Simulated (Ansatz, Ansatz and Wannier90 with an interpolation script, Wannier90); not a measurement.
# From a coarse GW mesh to bands everywhere: BaSrMgWO6 (F-43m)

Aim: the G0W0 bands of BaSrMgWO6 (F-43m) along the symmetry lines, with the gap off the mesh.

Main program and level: Ansatz 0.2.0; LDA, Wannier functions and G0W0, plane waves, PAW.

## (1) The starting structure

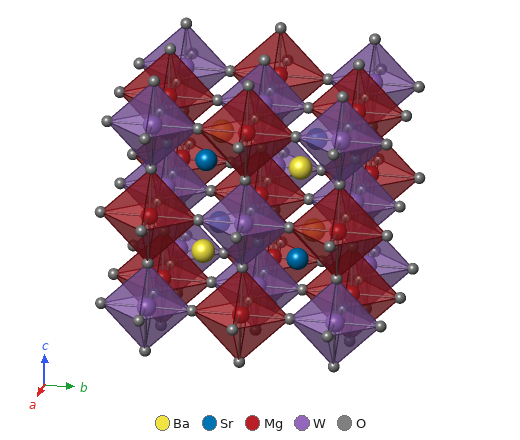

Start, viewed slightly off an axis; barium yellow, strontium blue, magnesium red, tungsten purple, oxygen grey. This picture shows the conventional cell, with its axes. Some periodic images of atoms are drawn too.

The cell and positions are those that the Materials Project relaxed with its own functionals (PBE, PBE+U or r2SCAN), kept fixed. At the settings of the band run the largest force is still 0.92 eV/Å. Spin-orbit coupling is left out unless a step names it. The default PAW set here is soft_2. Its files were made with PBE.

## (2) LDA bands

The cheap functional maps the bands first; the places of the edges decide which points the dearer methods must see.

This step: DFT, LDA, plane waves, PAW.

Input file input.yaml:

```yaml
crystal:
  lattice:
    - [0.0, 4.068012, 4.068012]
    - [4.068012, 0.0, 4.068012]
    - [4.068012, 4.068012, 0.0]
  atoms:
    - { symbol: Ba, position: [0.25, 0.25, 0.25] }
    - { symbol: Sr, position: [0.75, 0.75, 0.75] }
    - { symbol: Mg, position: [0.5, 0.5, 0.5] }
    - { symbol: W, position: [0.0, 0.0, 0.0] }
    - { symbol: O, position: [0.240848, 0.759152, 0.240848] }
    - { symbol: O, position: [0.240848, 0.240848, 0.759152] }
    - { symbol: O, position: [0.759152, 0.240848, 0.240848] }
    - { symbol: O, position: [0.759152, 0.240848, 0.759152] }
    - { symbol: O, position: [0.759152, 0.759152, 0.240848] }
    - { symbol: O, position: [0.240848, 0.759152, 0.759152] }
kpoints:
  mp_grid: { grid: [4, 4, 4] }
  band_path:
    path:
      - [[0.0, 0.0, 0.0], [-0.5, -0.5, 0.0], [-0.375, -0.375, 0.25]]
      - [[-0.375, 0.0, 0.375], [0.0, 0.0, 0.0], [0.0, 0.0, 0.5], [-0.5, -0.25, 0.25], [-0.5, -0.5, 0.0]]
    npoints: 10
hamiltonian:
  xc: lda
scf:
  occupations: { method: fermi_dirac, width: 0.02 }
  n_extra_bands: 71
output:
  eigenvalues: true
  forces: true
  stress: true
  fatbands: true
  write_density: true
  write_potential: true
  elf: true
  volumetric_format: npy
```

Started as:

```console
> ansatz run input.yaml --threads 4 --pin off --max-ram 18432MiB --backend cpu --events-out ev --progress --plain --runs-dir out
```

Numbers of over 12 decimals in the logs are rounded to 6 here.

What it wrote:

```text
scf.n_extra_bands = 71 over 40 filled bands (N_el = 80.0): the run solves 111 bands
Engine: ansatz 0.2.0, aarch64-unknown-linux-gnu
Pseudopotentials: kind: paw
Pseudopotential: Ba, paw, valence charge 10, recommended cutoff 420 eV (normal), Ba.paw.azcp
Pseudopotential: Sr, paw, valence charge 10, recommended cutoff 420 eV (normal), Sr.paw.azcp
Pseudopotential: Mg, paw, valence charge 10, recommended cutoff 420 eV (normal), Mg.paw.azcp
Pseudopotential: W, paw, valence charge 14, recommended cutoff 420 eV (normal), W.paw.azcp
Pseudopotential: O, paw, valence charge 6, recommended cutoff 420 eV (normal), O.paw.azcp
Functional definition: SPW92
  exchange = slater_x
  correlation = pw_c
Crystal: 10 atoms, lattice volume = 134.641 Å³
Basis set: ecut = 420 eV, 2685 PW (Γ)
Bands: 111, of which v1, the nominal top of the filled ones, is band 40 counted from 1 (39 counted from 0)
Symmetry: 24 space group operations
Space group: F-43m (ITA 216), of the structure as read, at distance tolerance 5.1e-5 Å
k-points: 8 of 64 (time reversal used)
Non-local potential: Ba, projectors of the file, l = 0: 3, l = 1: 2, l = 2: 2, l = 3: 2
Non-local potential: Sr, projectors of the file, l = 0: 3, l = 1: 2, l = 2: 2
Non-local potential: Mg, projectors of the file, l = 0: 3, l = 1: 2, l = 2: 1
Non-local potential: W, projectors of the file, l = 0: 3, l = 1: 2, l = 2: 2, l = 3: 1
Non-local potential: O, projectors of the file, l = 0: 2, l = 1: 2, l = 2: 1
PAW form: soft (Blöchl's): semilocal exchange-correlation on the pseudo side does not see the compensation charge
PAW frozen core: Ba, regenerated for the run's functional, and the local potential with it (the file was generated under x = pbe(κ = 0.804, μ = 0.219515), c = pbe(β = 0.066725))
PAW frozen core: Sr, regenerated for the run's functional, and the local potential with it (the file was generated under x = pbe(κ = 0.804, μ = 0.219515), c = pbe(β = 0.066725))
PAW frozen core: Mg, regenerated for the run's functional, and the local potential with it (the file was generated under x = pbe(κ = 0.804, μ = 0.219515), c = pbe(β = 0.066725))
PAW frozen core: W, regenerated for the run's functional, and the local potential with it (the file was generated under x = pbe(κ = 0.804, μ = 0.219515), c = pbe(β = 0.066725))
PAW frozen core: O, regenerated for the run's functional, and the local potential with it (the file was generated under x = pbe(κ = 0.804, μ = 0.219515), c = pbe(β = 0.066725))
PAW one-centre angular grid: Ba, 194 points (default); XC on 64 Gauss nodes
PAW one-centre angular grid: Sr, 110 points (default); XC on 64 Gauss nodes
PAW one-centre angular grid: Mg, 110 points (default); XC on 64 Gauss nodes
PAW one-centre angular grid: W, 590 points (default); XC on 64 Gauss nodes
PAW one-centre angular grid: O, 110 points (default); XC on 64 Gauss nodes
Initial density: superposition of atomic densities (neutral atoms: chi_scale 0, normalization atom), corrected by the library's trained network
Initial wavefunctions: pseudopotential atomic-orbital guess
Functional: x = slater, c = lda
SCF iter   1: F=—  HF=-24600.234131 eV  |F-HF|=—  |Δ(HF+E_count)|=         —  Δρ=1.79e-2  dr2=4.16e-1  ethr=1.77e-3  ⟨swp⟩=6.4  Hψ=4817  notcnv=0  defer=372
preconditioner: auto → Resta (q_TF=auto, 2.502 Å⁻¹)  ε∞=2.0  [insulator: Δε(μ)=2.377 eV  Ē_g=24.681 eV  σ=0.020 eV  W_gap=1.00  n_scr=26 (ndim 8)  ℏωp=25.2 eV  f_vac=0.001  D(μ)=0.00/eV (n_scr^D=0)  ε∞_Penn≈2.0]
SCF iter   2: F=—  HF=-24600.156461 eV  |F-HF|=—  |Δ(HF+E_count)|=   7.77e-2  Δρ=8.49e-3  dr2=1.07e-1  ethr=5.20e-4  ⟨swp⟩=1.6  Hψ=1040  notcnv=0  defer=481
SCF iter   3: F=—  HF=-24600.131790 eV  |F-HF|=—  |Δ(HF+E_count)|=   2.47e-2  Δρ=1.01e-3  dr2=6.49e-4  ethr=1.34e-4  ⟨swp⟩=2.0  Hψ=586  notcnv=0  defer=503
SCF iter   4: F=—  HF=-24600.131594 eV  |F-HF|=—  |Δ(HF+E_count)|=   1.96e-4  Δρ=2.36e-4  dr2=7.21e-5  ethr=8.12e-7  ⟨swp⟩=2.0  Hψ=667  notcnv=0  defer=507
SCF iter   5: F=—  HF=-24600.131575 eV  |F-HF|=—  |Δ(HF+E_count)|=   1.83e-5  Δρ=2.87e-5  dr2=7.08e-7  ethr=9.01e-8  ⟨swp⟩=2.0  Hψ=821  notcnv=0  defer=507
SCF iter   6: F=-24600.131575 eV  HF=-24600.131575 eV  |F-HF|=8.07e-9  |Δ(HF+E_count)|=   1.16e-7  Δρ=5.68e-6  dr2=3.22e-8  ethr=1.25e-10  ⟨swp⟩=21.2  Hψ=9255  notcnv=0
SCF 1 converged in 6 iterations: F = -24600.131575 eV  dr2 = 3.22e-8
[...]
NSCF: frozen V_eff on 62 k-points
SCF converged after 6 iterations
Free energy (F): -24600.131575 eV
Harris-Foulkes:  -24600.131575 eV  (|F-HF|=8.07e-9)
Internal energy: -24600.131575 eV  (E = F + TS)
E sigma→0 (E₀):  -24600.131575 eV
Fermi energy:    10.036156 eV
--- Per-component energies (eV) ---
  E_band       = -602.048440
  E_kinetic    = 1978.947330
  E_local      = -5403.014304  (includes V_loc(G=0)·N_el)
  E_nonlocal   = 662.249772
  E_hartree    = 1876.005840
  E_xc         = -1068.406752
  E_vxc        = -1134.828118  (∫ρ·V_xc dr)
  E_paw        = -17115.130893  (= ΣΔE_a)
  E_vpaw       = -457.425212  (= ΣTr[D̂ρ^β])
  E_aug_tail   = 0.014732  (compensation charges beyond the density's cutoff)
  E_ewald      = -5532.389112
  E_core_change = 1.591812  (= ΣΔE_core)
  E_smearing   = -0.000000  (= −TS)
  E_closure    = 0.000000  (closes the sum)
  Σ components = -24600.131575   (vs F -24600.131575, Δ=0.00e0)
--- Forces (eV/Å), atoms counted from 1 ---
  atom   1  Ba    -0.00000000     0.00000000    -0.00000000
  atom   2  Sr     0.00000000    -0.00000000     0.00000000
  atom   3  Mg     0.00000000    -0.00000000    -0.00000000
  atom   4  W      0.00000000    -0.00000000     0.00000000
  atom   5  O      0.00000000    -0.92170124    -0.00000000
  atom   6  O      0.00000000    -0.00000000    -0.92170124
  atom   7  O     -0.92170124    -0.00000000     0.00000000
  atom   8  O     -0.00000000     0.92170124     0.00000000
  atom   9  O      0.00000000     0.00000000     0.92170124
  atom  10  O      0.92170124     0.00000000    -0.00000000
  max |Σ_I F_I| component: 1.48e-16 eV/Å
--- Stress (GPa, compression-positive) ---
      -13.376884      -0.000000      -0.000000
       -0.000000     -13.376884       0.000000
       -0.000000       0.000000     -13.376884
  P = ⅓ Tr σ = -13.3769 GPa (-133.769 kbar)
--- Band table (eV; the first three rows and the last of 8) ---
  k-point 0: bands = [... 36 lower, 8.3100, 8.7105, 8.7105, 8.7105, 11.5551, 11.5551, 11.5551, 13.7135, ... 67 higher]
  k-point 1: bands = [... 36 lower, 8.1826, 8.4224, 8.4224, 8.5549, 11.6976, 11.7896, 11.7896, 14.4208, ... 67 higher]
  k-point 2: bands = [... 36 lower, 8.0105, 8.1499, 8.1499, 8.3077, 11.8202, 11.9447, 11.9447, 15.5799, ... 67 higher]
  k-point 7: bands = [... 36 lower, 7.5018, 7.6770, 8.2165, 8.3030, 11.8969, 11.9217, 12.4688, 15.3690, ... 67 higher]
```

It took 32 s on 4 threads of Arm Neoverse V2, shared host; peak memory 1.1 GiB; 2.1 min of CPU time.

Numbers from this step:

```yaml
pressure: -13.38 GPa
filled_bands: 40
gap: 2.644 eV
valence_top_at: Γ
conduction_bottom_at: X
least_direct_gap: 2.706 eV
```

The gap is indirect, with the least direct gap 0.06 eV higher. The pressure of -13 GPa says that this functional would shrink the cell; it is kept.

The electronic bands at the labelled points (eV, zero at the top of the highest nominally filled band):

```csv
point,band 37,band 38,band 39,band 40,band 41,band 42,band 43,band 44
Γ,-0.40,0.00,0.00,0.00,2.84,2.84,2.84,5.00
X,-1.07,-0.79,-0.79,-0.06,2.64,3.76,3.76,6.20
U,-0.89,-0.89,-0.77,-0.24,2.91,3.57,3.63,6.57
jump to K,-0.89,-0.89,-0.77,-0.24,2.91,3.57,3.63,6.57
Γ,-0.40,0.00,0.00,0.00,2.84,2.84,2.84,5.00
L,-0.70,-0.56,-0.56,-0.40,3.11,3.23,3.23,6.87
W,-1.21,-1.03,-0.49,-0.41,3.19,3.21,3.76,6.66
X,-1.07,-0.79,-0.79,-0.06,2.64,3.76,3.76,6.20
```

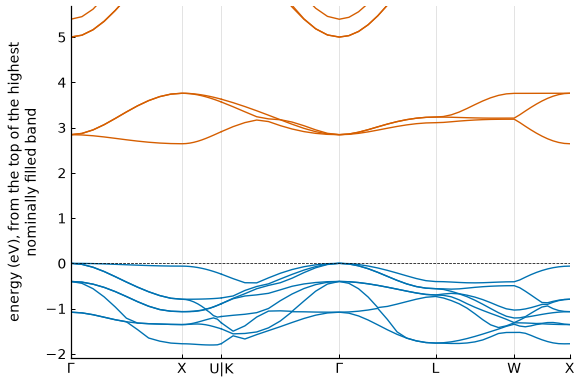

Electronic bands along the path; lines of filled and empty bands in two colours.

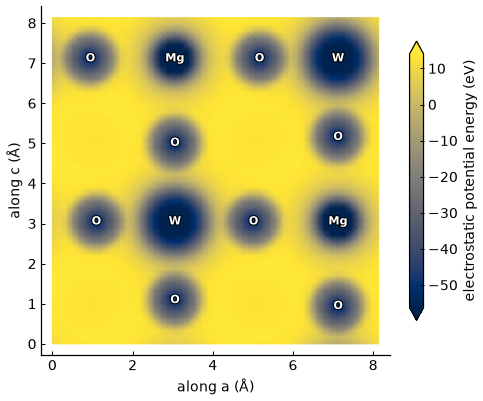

Electrostatic potential energy in the ac plane of the conventional cell at fractional y = 0.000, with atoms of Mg and W and O within 0.2 Å of it. With pseudopotentials it is smooth inside the atoms' cores, unlike the true potential. The map starts off the cell's origin, so that atoms lie inside it.

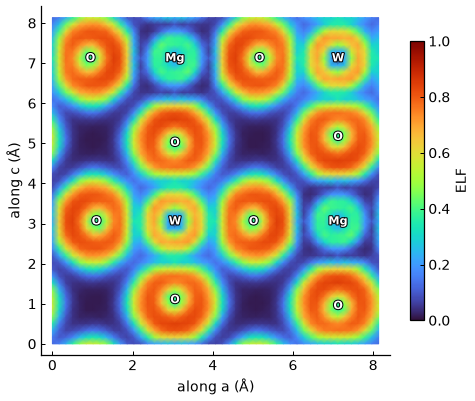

ELF in the ac plane of the conventional cell at fractional y = 0.000, with atoms of Mg and W and O within 0.2 Å of it. It is the smooth field of the valence electrons, not physical close to the nuclei. The map starts off the cell's origin, so that atoms lie inside it.

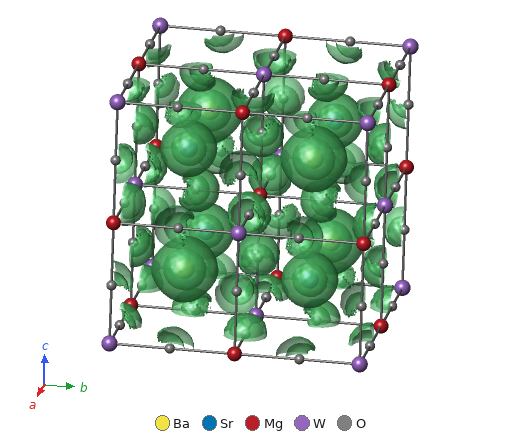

Surface of ELF = 0.8.

## (3) Overlaps and projections on 8×8×8

This step: overlaps and projections of LDA states for Wannier90, plane waves, PAW.

input.yaml, the sections that differ from step 2:

```yaml
kpoints:
  mp_grid: { grid: [4, 4, 4] }
scf:
  occupations: { method: fixed }
  n_extra_bands: 71
output:
  wannier:
    kmesh: [8, 8, 8]
    projections: [{ species: O, l: p, shell: 2 }, { species: W, l: d, shell: 5 }]
    minimise: false
    seedname: w
    disentanglement: { window: [3.24, 17.86], frozen_window: [3.24, 13.65] }
# crystal, hamiltonian: as in step 2
```

What it wrote:

```text
[...]
Crystal: 10 atoms, lattice volume = 134.641 Å³
Basis set: ecut = 420 eV, 2685 PW (Γ)
Bands: 111, of which v1, the nominal top of the filled ones, is band 40 counted from 1 (39 counted from 0)
Symmetry: 24 space group operations
[...]
k-points: 8 of 64 (time reversal used)
[...]
--- Band table (eV; the first three rows and the last of 8) ---
  k-point 0: bands = [... 36 lower, 8.3100, 8.7105, 8.7105, 8.7105, 11.5551, 11.5551, 11.5551, 13.7135, ... 67 higher]
  k-point 1: bands = [... 36 lower, 8.1826, 8.4225, 8.4225, 8.5549, 11.6976, 11.7896, 11.7896, 14.4207, ... 67 higher]
  k-point 2: bands = [... 36 lower, 8.0105, 8.1500, 8.1500, 8.3077, 11.8201, 11.9447, 11.9447, 15.5799, ... 67 higher]
  k-point 7: bands = [... 36 lower, 7.5018, 7.6770, 8.2165, 8.3030, 11.8969, 11.9216, 12.4688, 15.3690, ... 67 higher]
[key lines of the parts left out:]
SCF converged after 7 iterations
Free energy (F): -24600.131575 eV
Fermi energy:    8.710497 eV
```

The job ended after 31 s (4 threads; peak memory 3.3 GiB).

(Part 1 of 3 ends here.)

[Paths, hosts, dates, memory and timing lines, banners, echoed tables and standing remarks are left out of the program output.]

[Logs are printed without paths, hosts, clocks, repeated set-up lines and the standing remarks that a program may print on its own settings, such as how far it seeks lower states.]

[Runs of the session that timed out or met a known fault of the program may be left out.]

[Hosts, paths, dates, database ids (printed as entryN), source tags and the programs' standing remarks are cut or masked in the printed files.]
